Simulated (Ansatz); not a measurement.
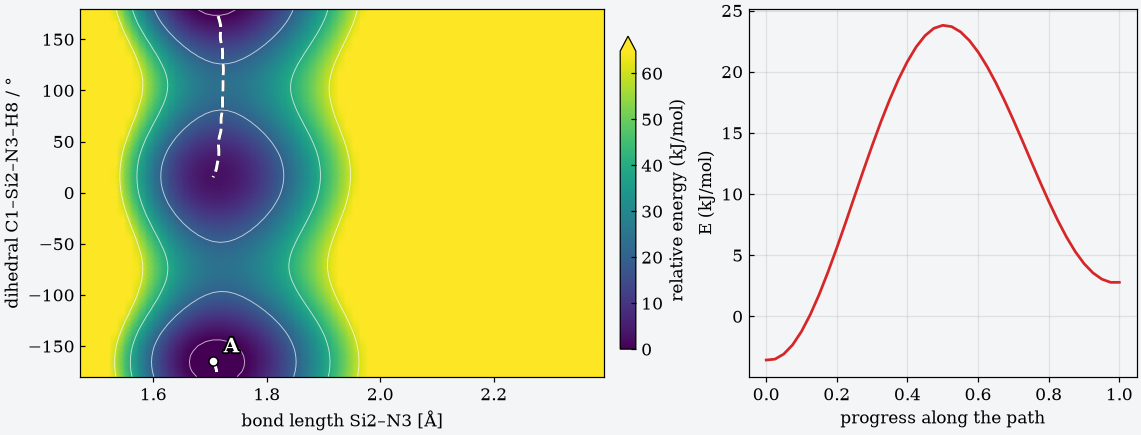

CH₅FNSi, SMILES [CH2][SiH](N)F, spin multiplicity 2. Coordinates scanned: (1) bond length Si2–N3; (2) dihedral C1–Si2–N3–H8. Nothing is relaxed (all other coordinates rigid). The scan uses an 11 × 10 grid. Points are written as (first, second). All energies are given in kJ/mol relative to the lowest grid point. All numbers below come from UKS PBE0-D4/def2-SVP in Ansatz 0.2.0.

The picture shows a smooth colour map with a few white contour lines, a line along the lowest path, one colour for all values above the top of the scale, the energy along the path at the right, the start A. Between grid points the surface is interpolated.

Q: Describe the path and its barrier.

A: The easiest path leads from the well at about (1.71 Å, −165°) to the well at about (1.71 Å, 15°), about 6.3 kJ/mol higher. Its highest point lies about 27 kJ/mol above the bottom of the first well on the interpolated surface, at about (1.72 Å, 105°). Seen from the upper well the barrier is about 21 kJ/mol. The start is the relaxed structure and all else is held, so a fully relaxed path at this level can only be lower.
